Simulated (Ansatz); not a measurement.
# GaNH2F2 (SMILES [NH2][Ga]([F])[F]) at 6 levels

Wanted: a comparison of 6 runs (HF/3-21G, B3LYP/6-31G*, BHLYP/cc-pVDZ, PBE0/cc-pVDZ, r2SCAN/cc-pVDZ, RPA@PBE0/cc-pVDZ) of GaNH2F2. 

The results are computed with Ansatz 0.2.0.

62 further runs of the same task are left out: 1 that didn't finish, 61 set aside as unsound or not needed.

### Step 1. The system as given

GaNH2F2 has 6 atoms, charge 0, and is taken as a singlet. SMILES: `[NH2][Ga]([F])[F]`. The Ga2–F4 distance was set to 3.826 Å, away from the relaxed value. At this shape a bond of the SMILES string is far longer than usual.

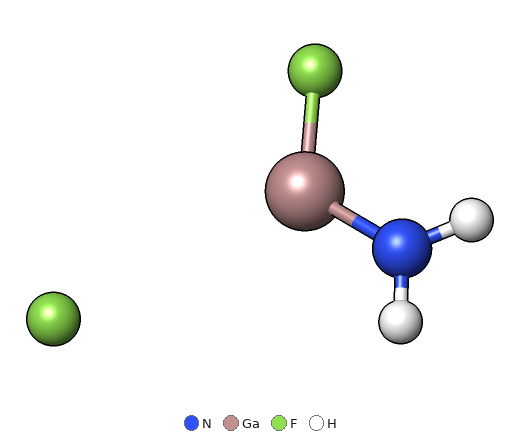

Viewed from a chosen angle; nitrogen blue, gallium pink, fluorine green, hydrogen white.

### Step 2. The energy at HF/3-21G (run 1)

Contents of molecule.yaml:

```yaml
crystal:
  periodic: [false, false, false]
  atoms:
    - symbol: "N"
      position_ang: [0.589879, 2.586542, 0.793757]
    - symbol: Ga
      position_ang: [1.171579, 0.907542, 1.008457]
    - symbol: F
      position_ang: [2.572379, 0.521242, 1.964157]
    - symbol: F
      position_ang: [-0.455300, -2.067700, -0.763400]
    - symbol: H
      position_ang: [0.912479, 3.327642, 1.392157]
    - symbol: H
      position_ang: [-0.312121, 2.774942, 0.391057]
basis:
  gaussian:
    orbitals: 3-21G-spherical.json
hamiltonian:
  xc: hf
accuracy: high
output: {orbitals: {seedname: orbitals}}
```

The basis set 3-21G is read from a file made from the Basis Set Exchange's data (not shown).

Run with:

```sh
ansatz run molecule.yaml --threads 1 --pin off --max-ram 3480MiB --events-out events.jsonl --progress --plain --runs-dir runs
```

Standard output:

```text
Warning: RAYON_NUM_THREADS=1 ignored (pool sized by the plan → 1); use --threads N
Functional definition: HF
  name "HF"
  exchange = exact_x
  correlation = 0
936 factors; integrals over basis functions are off by at most 1.9e-8 eV
mean field evaluation 1: about -58956.4619 eV, gradient 5.2e1 eV
mean field evaluation 2: about -58956.5632 eV, gradient 5.2e1 eV
mean field evaluation 4: about -58959.5215 eV, gradient 3.1e1 eV
mean field evaluation 8: about -58961.8664 eV, gradient 2.7e0 eV
mean field evaluation 16: about -58961.9915 eV, gradient 9.0e-3 eV
mean field -58961.99147568 eV, -2166.8132208582 hartree, gradient 8.9e-8 eV, S^2 0.000000; 0 other end points of the search recorded, 0 dependent functions left out
reference -58961.99147568 eV, -2166.8132208582 hartree; 29, 29 occupied and 24, 24 virtual orbitals, 936 factors
Total energy: -58961.99147568 eV, -2166.8132208582 hartree
```

Wall time 0.58 s (1 thread of Arm Neoverse V2, shared host); peak memory 0.11 GiB.

### Step 3. A single-point energy at B3LYP/6-31G(d) (spherical functions) (run 2)

Contents of job.yaml:

```yaml
crystal:
  periodic: [false, false, false]
  atoms:
    - {symbol: N, position_ang: [0.589879, 2.586542, 0.793757]}
    - {symbol: Ga, position_ang: [1.171579, 0.907542, 1.008457]}
    - {symbol: F, position_ang: [2.572379, 0.521242, 1.964157]}
    - {symbol: F, position_ang: [-0.455300, -2.067700, -0.763400]}
    - {symbol: H, position_ang: [0.912479, 3.327642, 1.392157]}
    - {symbol: H, position_ang: [-0.312121, 2.774942, 0.391057]}
basis:
  gaussian:
    orbitals: 6-31G_st_-spherical.json
hamiltonian:
  xc: {name: B3LYP}
accuracy: high
output: {orbitals: {seedname: orbitals}}
```

The basis set 6-31G* is read from a file made from the Basis Set Exchange's data (not shown).

Run with:

```sh
ansatz run job.yaml --threads 1 --pin off --max-ram 3480MiB --events-out events.jsonl --progress --plain --runs-dir runs
```

Standard output:

```text
Warning: RAYON_NUM_THREADS=1 ignored (pool sized by the plan → 1); use --threads N
Functional definition: B3LYP
  name "B3LYP"
  parameter a0 = 0.2
  parameter ax = 0.72
  parameter ac = 0.81
  exchange = (1 - a0 - ax)*slater_x + ax*b88_x + a0*exact_x
  correlation = (1 - ac)*vwn_rpa_c + ac*lyp_c
1547 factors; integrals over basis functions are off by at most 1.0e-8 eV
mean field evaluation 1: about -59309.6247 eV, gradient 8.3e1 eV
mean field evaluation 2: about -58967.1732 eV, gradient 1.8e2 eV
mean field evaluation 4: about -59311.8140 eV, gradient 8.0e1 eV
mean field evaluation 8: about -59318.2151 eV, gradient 4.6e1 eV
mean field evaluation 16: about -59324.4456 eV, gradient 5.2e-3 eV
mean field evaluation 32: about -59318.7841 eV, gradient 4.1e1 eV
mean field -59324.44556741 eV, -2180.1331630490 hartree, gradient 3.8e-8 eV, S^2 0.000000; 4 other end points of the search recorded, 0 dependent functions left out
reference -59324.44560804 eV, -2180.1331645420 hartree; 29, 29 occupied and 49, 49 virtual orbitals, 1547 factors
Total energy: -59324.44560804 eV, -2180.1331645420 hartree
```

It took 7.5 s on 1 thread of Arm Neoverse V2, shared host; peak memory 0.23 GiB.

Runs 3 to 5 aren't shown in full; the table further down has their settings and results.

### Step 4. The energy at RPA@PBE0/cc-pVDZ (run 6)

Contents of in.yaml:

```yaml
crystal:
  periodic: [false, false, false]
  atoms:
    - {symbol: N, position_ang: [0.589879, 2.586542, 0.793757]}
    - {symbol: Ga, position_ang: [1.171579, 0.907542, 1.008457]}
    - {symbol: F, position_ang: [2.572379, 0.521242, 1.964157]}
    - {symbol: F, position_ang: [-0.455300, -2.067700, -0.763400]}
    - {symbol: H, position_ang: [0.912479, 3.327642, 1.392157]}
    - {symbol: H, position_ang: [-0.312121, 2.774942, 0.391057]}
basis:
  gaussian:
    orbitals: cc-pVDZ
hamiltonian:
  xc: pbe0
correlation:
  method: rpa
  frozen_orbitals: {F: 1, Ga: 9, H: 0, "N": 1}
accuracy: high
```

Run with:

```sh
ansatz run in.yaml --threads 1 --pin off --max-ram 3480MiB --events-out events.jsonl --progress --plain --runs-dir runs
```

Standard output, shortened:

```text
Warning: RAYON_NUM_THREADS=1 ignored (pool sized by the plan → 1); use --threads N
Functional definition: PBE0
  name "PBE0"
[...]
1643 factors; integrals over basis functions are off by at most 6.2e-9 eV
[...]
mean field -59316.64804076 eV, -2179.8466092298 hartree, gradient 2.6e-8 eV, S^2 0.000000; 4 other end points of the search recorded, 0 dependent functions left out; unrestricted orbitals would lower it
unrestricted determinant -59257.80930316 eV, -2177.6843255053 hartree, S^2 0.9978
12 core orbitals not correlated: weight in the atoms' cores, before any rotation towards them, 1.000 or more for the frozen orbitals, at most 0.000 for the correlated occupied ones
reference -59253.26258888 eV, -2177.5172368376 hartree; 17, 17 occupied and 50, 50 virtual orbitals, 1643 factors
Total energy: -59278.90227676 eV, -2178.4594779880 hartree
```

Run time: 15 s. Hardware: 1 thread of Arm Neoverse V2, shared host; peak memory 0.34 GiB.

### Step 5. All runs side by side

| run | level | frozen core orbitals | energy (Eh) | HOMO energy (eV) | LUMO energy (eV) | HOMO–LUMO gap (eV) | wall time |
| --- | --- | --- | --- | --- | --- | --- | --- |
| 1 | HF/3-21G | – | -2166.813221 | -8.01 | -2.23 | 5.77 | 0.58 s |
| 2 | B3LYP/6-31G* (spherical functions) | – | -2180.133165 | -6.92 | -5.42 | 1.49 | 7.5 s |
| 3 | BHLYP/cc-pVDZ | – | -2180.201374 | -7.71 | -4.69 | 3.02 | 9.9 s |
| 4 | PBE0/cc-pVDZ | – | -2179.846609 | -6.97 | -5.21 | 1.76 | 8.7 s |
| 5 | r2SCAN/cc-pVDZ | – | -2180.242494 | – | – | – | 15 s |
| 6 | RPA@PBE0/cc-pVDZ | 12 | -2178.459478 | – | – | – | 15 s |

### Step 6. Summary of results

| quantity | value |
| --- | --- |
| run 6: total energy | -2178.45948 Eh |
| run 6: RPA correlation energy (valence) | -942.2 mEh |

What this shows: Over runs 1, 2, 3, 4 the HOMO–LUMO gap runs from 1.49 eV (B3LYP/6-31G*) to 5.77 eV (HF/3-21G). The two ends differ in method and basis. Totals of different functionals can't be ranked against each other. In run 6 the log says that unrestricted orbitals would lower the reference, so the values rest on an unstable closed-shell determinant (other closed-shell runs at this shape may share the fault). All runs together took 57 s, the longest 15 s.
